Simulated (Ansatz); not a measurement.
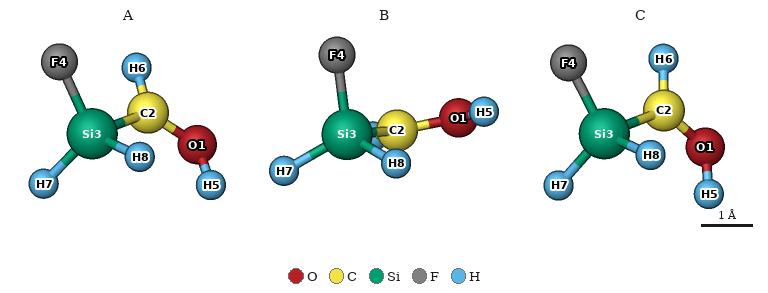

3 geometries from a converged minimum-energy path of CH4FOSi (charge +1), shuffled. A ball-and-stick model, seen from a free direction.

Method: Ansatz, RKS PBE0/def2-SVP. Set-up: 9 movable images; climbing image; force threshold 0.05 eV/Å; iteration limit 54; starting path through a guess of the saddle point.

Which of them lies highest in energy?

B. In order along the path, whose images run from 0 to 10: B (image 5, +27.1 kJ/mol), A (image 9, +23.2 kJ/mol), C (image 10, +23.4 kJ/mol). The motion is a rotation about the C2–Si3 bond by about 180°. No bond forms or breaks between the ends. Among the angles between lasting bonds that change up to the highest image: O1–C2–Si3 117.2° → 125.6°, Si3–C2–H6 129.7° → 123.3°.

Cost: 3.2 min on 1 thread of Intel(R) Xeon(R) Platinum 8559C (Emerald Rapids), on a shared host, peak memory 0.17 GiB.
